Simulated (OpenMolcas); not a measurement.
**C2H5FSi (SMILES F/C=C/[SiH3]) at 6 levels**

Aim: a comparison of 6 runs (HF/STO-3G, M06-2X/cc-pVDZ, PBE0/cc-pVDZ, SVWN5/cc-pVDZ, TPSS/cc-pVDZ, r2SCAN/cc-pVDZ) of C2H5FSi. 

The calculation is run with OpenMolcas 26.06.

1 further run of the same task is left out (set aside as unsound or not needed).

## 1. The structure to begin with

C2H5FSi: 9 atoms, total charge 0, spin state singlet. As SMILES, `F/C=C/[SiH3]`. The coordinates come from a PBE0-D4/def2-TZVP relaxation.

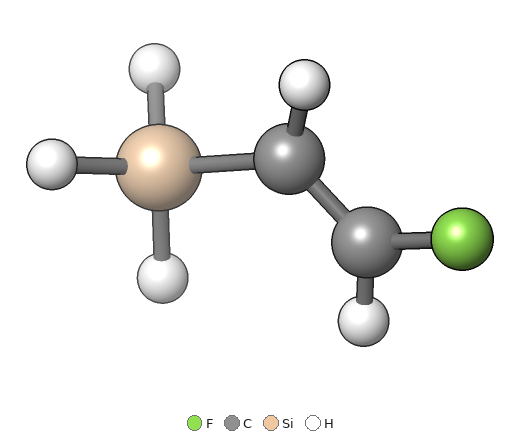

The structure, seen from a chosen angle (fluorine green, carbon grey, silicon light orange, hydrogen white).

## 2. Energy and gradient at HF/STO-3G (run 1)

calc.inp reads:

```
>>> EXPORT MOLCAS_PRINT=2

&GATEWAY
  BasLib=$CurrDir
  BasisSet
  F.STO-3G....
  F1 -1.259900 2.360900 0.506400 angstrom
  End of Basis
  BasisSet
  C.STO-3G....
  C2 -0.578300 1.355000 -0.048000 angstrom
  C3 -0.336700 0.219900 0.584900 angstrom
  End of Basis
  BasisSet
  Si.STO-3G....
  Si4 0.614100 -1.145000 -0.228900 angstrom
  End of Basis
  BasisSet
  H.STO-3G....
  H5 -0.264200 1.599600 -1.058100 angstrom
  H6 -0.716100 0.118100 1.598600 angstrom
  H7 1.843700 -1.465600 0.542800 angstrom
  H8 -0.206700 -2.381600 -0.316300 angstrom
  H9 0.992500 -0.707600 -1.598500 angstrom
  End of Basis

&SEWARD

&SCF
  Thresholds=1e-10 1e-07 1e-07 1e-05
  PrOrbitals=1 1

&ALASKA
```

The basis set STO-3G is read from a file made from the Basis Set Exchange's data (not shown).

Command:

```bash
export MOLCAS_MEM=1860
pymolcas calc.inp > calc.log
```

The program printed:

```text
--- Start Module: gateway ---
[...]
--- Stop Module: gateway /rc=_RC_ALL_IS_WELL_ ---
[...]
      Basis functions           29
[...]
--- Start Module: scf ---
[...]
       Convergence after  11 Iterations
[...]
::    Total SCF energy                               -461.3173442779
[...]
      Total spin, S                                     0.0000000000
[...]
      Total electronic charge=   40.000000
      Total            charge=   -0.000000
[...]
      Dipole Moment (debye):
      Origin of the operator (angstrom)=   -0.2115    0.3797    0.1161
                   X=  4.7678E-01               Y= -6.6507E-01               Z= -4.2805E-01           Total=  9.2351E-01
      Quadrupole Moment (debye*angstrom):
[...]
--- Stop Module: scf /rc=_RC_ALL_IS_WELL_ ---
[...]
--- Start Module: alaska ---
[...]
 *              Molecular gradients               *
 **************************************************
  Irreducible representation: a
 ------------------------------------------------------------------------------------------
                              X                       Y                       Z
 ------------------------------------------------------------------------------------------
  F1                1.33891347822148E-02   -1.94182586588774E-02   -1.12551746074505E-02
  C2               -5.49953975628226E-03    2.11943627934885E-02   -9.43413563225448E-03
  C3               -2.96443789716949E-03   -5.00385171392104E-03    1.23620268802069E-02
  SI4              -1.55592566979568E-02    2.41431768796545E-02    1.15479781438479E-02
  H5               -5.15021370837121E-03    4.75327926855162E-03    7.21295401679534E-03
  H6               -2.12033038769288E-03   -2.62226070496974E-04    5.34211673868601E-03
  H7                2.70140999110335E-02   -7.81789698073898E-03    1.69262723702546E-02
  H8               -1.75418205660742E-02   -2.77446452614720E-02   -1.73430821382381E-03
[...]
--- Stop Module: alaska /rc=_RC_ALL_IS_WELL_ ---
[...]
```

It took 3.3 s on 1 thread of Intel Xeon Platinum 8259CL at 2.50GHz (Skylake/Cascade Lake), shared host; peak memory 0.37 GiB.

## 3. Energy and gradient at M06-2X/cc-pVDZ (run 2)

run.input reads:

```
* C2H5FSi Kohn-Sham DFT
&gateway
baslib=$CurrDir
basisset
F.cc-pVDZ....
F1 -1.259900 2.360900 0.506400 angstrom
End of Basis
basisset
C.cc-pVDZ....
C2 -0.578300 1.355000 -0.048000 angstrom
C3 -0.336700 0.219900 0.584900 angstrom
End of Basis
basisset
Si.cc-pVDZ....
Si4 0.614100 -1.145000 -0.228900 angstrom
End of Basis
basisset
H.cc-pVDZ....
H5 -0.264200 1.599600 -1.058100 angstrom
H6 -0.716100 0.118100 1.598600 angstrom
H7 1.843700 -1.465600 0.542800 angstrom
H8 -0.206700 -2.381600 -0.316300 angstrom
H9 0.992500 -0.707600 -1.598500 angstrom
End of Basis
&seward
gridinput
Grid=UltraFine
End of Grid
&scf
ksdft=M062X
thresholds=1e-10 1e-07 1e-07 1e-05
prorbitals=1 2
&alaska
```

The basis set cc-pVDZ is read from a file made from the Basis Set Exchange's data (not shown).

Command:

```bash
export MOLCAS_MEM=1860
pymolcas run.input > run.log
```

The program printed:

```text
--- Start Module: gateway ---
[...]
--- Stop Module: gateway /rc=_RC_ALL_IS_WELL_ ---
[...]
      Basis functions           85
[...]
--- Start Module: scf ---
[...]
       Convergence after  14 Iterations
[...]
::    Total KS-DFT energy                            -468.4257187792
[...]
      Total spin, S                                     0.0000000000
[...]
      Total electronic charge=   40.000000
      Total            charge=   -0.000000
[...]
      Dipole Moment (debye):
      Origin of the operator (angstrom)=   -0.2115    0.3797    0.1161
                   X=  3.5324E-01               Y= -3.9175E-01               Z= -4.2458E-01           Total=  6.7714E-01
      Quadrupole Moment (debye*angstrom):
[...]
--- Stop Module: scf /rc=_RC_ALL_IS_WELL_ ---
[...]
--- Start Module: alaska ---
[...]
 *              Molecular gradients               *
 **************************************************
  Irreducible representation: a
 ------------------------------------------------------------------------------------------
                              X                       Y                       Z
 ------------------------------------------------------------------------------------------
  F1                1.51478930664695E-03   -2.08267457868949E-03   -1.39674587438066E-03
  C2                2.53919151752702E-03   -5.43225620219046E-03   -2.51075844692750E-04
  C3               -9.51748421997661E-04    3.80622343624903E-03   -1.80782257383161E-03
  SI4              -2.73106787193278E-03    4.55529095355267E-03    1.76599893704399E-03
  H5               -1.88947081576840E-03   -7.82683292834374E-04    5.33476472194838E-03
  H6                2.15899161124589E-03   -4.76697573408402E-04   -4.64090115675919E-03
  H7               -1.17678959180623E-03    1.23300177265362E-04   -6.23527447103145E-04
  H8                8.12587434397605E-04    9.93875423048518E-04    2.16119027674710E-04
[...]
--- Stop Module: alaska /rc=_RC_ALL_IS_WELL_ ---
[...]
```

Wall time 62 s (1 thread of Intel Xeon Platinum 8259CL at 2.50GHz (Skylake/Cascade Lake), shared host); peak memory 0.47 GiB.

Run 3 isn't shown in full; the table further down has it.

## 4. Energy and gradient at SVWN5/cc-pVDZ (run 4)

run.inp reads:

```
&GATEWAY
BasLib=$CurrDir
Coord
9
angstrom
F       -1.259900       2.360900       0.506400
C       -0.578300       1.355000      -0.048000
C       -0.336700       0.219900       0.584900
Si       0.614100      -1.145000      -0.228900
H       -0.264200       1.599600      -1.058100
H       -0.716100       0.118100       1.598600
H        1.843700      -1.465600       0.542800
H       -0.206700      -2.381600      -0.316300
H        0.992500      -0.707600      -1.598500
Basis=cc-pVDZ
Group=NoSym
&SEWARD
GridInput
Grid=UltraFine
End of Grid
&SCF
KSDFT=SVWN5
Thresholds=1e-10 1e-07 1e-07 1e-05
PrOrbitals=1 1
&ALASKA
```

The basis set cc-pVDZ is read from a file made from the Basis Set Exchange's data (not shown).

Command:

```bash
export MOLCAS_MEM=1860
pymolcas run.inp > run.log
```

The program printed:

```text
--- Start Module: gateway ---
[...]
--- Stop Module: gateway /rc=_RC_ALL_IS_WELL_ ---
[...]
      Basis functions           85
[...]
--- Start Module: scf ---
[...]
       Convergence after  16 Iterations
[...]
::    Total KS-DFT energy                            -465.9709325165
[...]
      Total spin, S                                     0.0000000000
[...]
      Total electronic charge=   40.000000
      Total            charge=   -0.000000
[...]
      Dipole Moment (debye):
      Origin of the operator (angstrom)=   -0.2115    0.3797    0.1161
                   X=  2.1098E-01               Y= -1.9783E-01               Z= -2.9193E-01           Total=  4.1094E-01
      Quadrupole Moment (debye*angstrom):
[...]
--- Stop Module: scf /rc=_RC_ALL_IS_WELL_ ---
[...]
--- Start Module: alaska ---
[...]
 *              Molecular gradients               *
 **************************************************
  Irreducible representation: a
 ------------------------------------------------------------------------------------------
                              X                       Y                       Z
 ------------------------------------------------------------------------------------------
  F1               -3.10999432461045E-04    6.27891455074803E-04    7.14291674421830E-05
  C2                8.10889502476542E-03   -1.14605595849206E-02   -7.11948701697818E-03
  C3               -6.30619997896686E-03    1.02133006166270E-02    4.14290347272050E-03
  SI4               3.28805195889270E-03   -4.29881693519718E-03   -3.16291734285556E-03
  H5               -4.78496455819566E-03   -2.46911484482060E-03    1.40414886756384E-02
  H6                4.57578091991984E-03    1.10304898213986E-03   -1.20910075398974E-02
  H7               -7.04376167734067E-03    1.89000823183627E-03   -4.16853423341301E-03
  H8                4.49136419917706E-03    7.02410885241678E-03    6.71210000100453E-04
[...]
--- Stop Module: alaska /rc=_RC_ALL_IS_WELL_ ---
[...]
```

Wall time 37 s (1 thread of Intel Xeon Platinum 8259CL at 2.50GHz (Skylake/Cascade Lake), shared host); peak memory 0.47 GiB.

Run 5 isn't shown in full; the table further down has it.

## 5. Energy and gradient at r2SCAN/cc-pVDZ (run 6)

mol.xyz reads:

```xyz
9

F     -1.259900     2.360900     0.506400
C     -0.578300     1.355000    -0.048000
C     -0.336700     0.219900     0.584900
Si     0.614100    -1.145000    -0.228900
H     -0.264200     1.599600    -1.058100
H     -0.716100     0.118100     1.598600
H      1.843700    -1.465600     0.542800
H     -0.206700    -2.381600    -0.316300
H      0.992500    -0.707600    -1.598500
```

mol.input reads:

```
&GATEWAY
BASLIB=$CurrDir
COORD=mol.xyz
BASIS=cc-pVDZ
GROUP=NoSym
&SEWARD
GRIDINPUT
Grid=UltraFine
End of Grid
&SCF
KSDFT=2
1.0 MGGA_X_R2SCAN
1.0 MGGA_C_R2SCAN
THRESHOLDS=1e-10 1e-07 1e-07 1e-05
PRORBITALS=1 2
&ALASKA
```

The basis set cc-pVDZ is read from a file made from the Basis Set Exchange's data (not shown).

Command:

```bash
export MOLCAS_MEM=1860
pymolcas mol.input > mol.log
```

The program printed:

```text
--- Start Module: gateway ---
[...]
--- Stop Module: gateway /rc=_RC_ALL_IS_WELL_ ---
[...]
      Basis functions           85
[...]
--- Start Module: scf ---
[...]
       Convergence after  16 Iterations
[...]
::    Total KS-DFT energy                            -468.4033314554
[...]
      Total spin, S                                     0.0000000000
[...]
      Total electronic charge=   40.000000
      Total            charge=   -0.000000
[...]
      Dipole Moment (debye):
      Origin of the operator (angstrom)=   -0.2115    0.3797    0.1161
                   X=  2.3960E-01               Y= -2.1036E-01               Z= -3.4676E-01           Total=  4.7107E-01
      Quadrupole Moment (debye*angstrom):
[...]
--- Stop Module: scf /rc=_RC_ALL_IS_WELL_ ---
[...]
--- Start Module: alaska ---
[...]
 *              Molecular gradients               *
 **************************************************
  Irreducible representation: a
 ------------------------------------------------------------------------------------------
                              X                       Y                       Z
 ------------------------------------------------------------------------------------------
  F1                5.02245317431438E-03   -7.61755468825953E-03   -3.86771315112178E-03
  C2                1.15162807279945E-03   -6.58377460547621E-03    4.28392394484156E-03
  C3               -3.07552901819852E-03    1.01138040759485E-02   -3.45909132865962E-03
  SI4              -8.82087601220327E-04    1.65402033238315E-03    4.44197830594906E-04
  H5               -2.22417845548817E-03   -1.55399639110887E-03    6.95605034767244E-03
  H6                2.52213592446671E-03    3.15233524965097E-04   -6.35180181136086E-03
  H7               -3.62114522652401E-03    1.09765841860709E-03   -2.06756735251035E-03
  H8                2.17058724275887E-03    3.66652017421298E-03    3.65522160131082E-04
[...]
--- Stop Module: alaska /rc=_RC_ALL_IS_WELL_ ---
[...]
```

Wall time 69 s (1 thread of Intel Xeon Platinum 8259CL at 2.50GHz (Skylake/Cascade Lake), shared host); peak memory 0.47 GiB.

## 6. Overview of the runs

| run | level | integration grid | energy (Eh) | dipole moment (D) | HOMO energy (eV) | LUMO energy (eV) | wall time |
| --- | --- | --- | --- | --- | --- | --- | --- |
| 1 | HF/STO-3G | – | -461.317344 | 0.92 | -7.99 | 8.47 | 3.3 s |
| 2 | M06-2X/cc-pVDZ | UltraFine | -468.425719 | 0.68 | -8.91 | 0.96 | 62 s |
| 3 | PBE0/cc-pVDZ | UltraFine | -468.206867 | 0.54 | -7.68 | -0.01 | 49 s |
| 4 | SVWN5/cc-pVDZ | UltraFine | -465.970933 | 0.41 | -6.54 | -1.18 | 37 s |
| 5 | TPSS/cc-pVDZ | UltraFine | -468.576581 | 0.41 | -6.46 | -0.83 | 70 s |
| 6 | r2SCAN/cc-pVDZ | UltraFine | -468.403331 | 0.47 | -6.72 | -0.85 | 69 s |

## 7. Summary of results

```
                       quantity          value
            run 6: total energy  -468.40333 Eh
           run 6: dipole moment         0.47 D
             run 6: HOMO energy       -6.72 eV
             run 6: LUMO energy       -0.85 eV
           run 6: HOMO–LUMO gap        5.86 eV
run 6: largest force on an atom     0.572 eV/Å
```

What this shows: The dipole moment (its size) runs from 0.41 D (TPSS/cc-pVDZ) to 0.92 D (HF/STO-3G). The two ends differ in method and basis. The HOMO–LUMO gap runs from 5.36 eV (SVWN5/cc-pVDZ) to 16.46 eV (HF/STO-3G). Totals of different functionals can't be ranked against each other. In run 1 the basis is minimal, so the values are rough. All runs together took 4.8 min, the longest 70 s.
